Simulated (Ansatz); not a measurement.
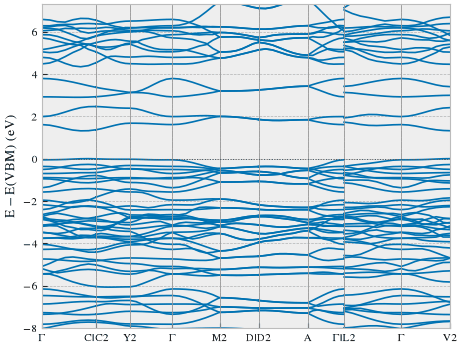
Band structure from DFT-r²SCAN in the program Ansatz with PAW potentials

**Question.** Read off the gap and where the band edges lie.

**Answer.** About 1.3 eV (1.31 eV by a search for the band edges); maximum at V2, minimum on the Γ–C line, 76 % of the way from Γ.

**Question.** Pick the material that matches.
A. Na4CoO3, Cc (Pearson symbol mS32)
B. Rb2WO2F4, C2/m (Rb on 4i, W on 2a, O on 4i, F on 8j)
C. PdSe2O5, C2/c (Pearson symbol mS32)
D. O, α-O2

**Answer.** C, PdSe2O5, C2/c (Pearson symbol mS32)

The first step of the workflow began from a Materials Project structure, measured or hypothetical; the Crystallography Open Database files this formula in space group No. 15, but the cells were not matched. Whether it is the stable phase at ambient conditions was not checked. The r²SCAN relaxation kept the symmetry of its start; its stability against distortions is not shown here. The run is not spin-polarised. A crystal of weakly bound chains computed without a dispersion correction: the cell and the soft elastic constants depend strongly on that. Scalar-relativistic: spin–orbit coupling is off unless named, which matters more the heavier the elements.

Potentials: the later of the program's two PAW sets.
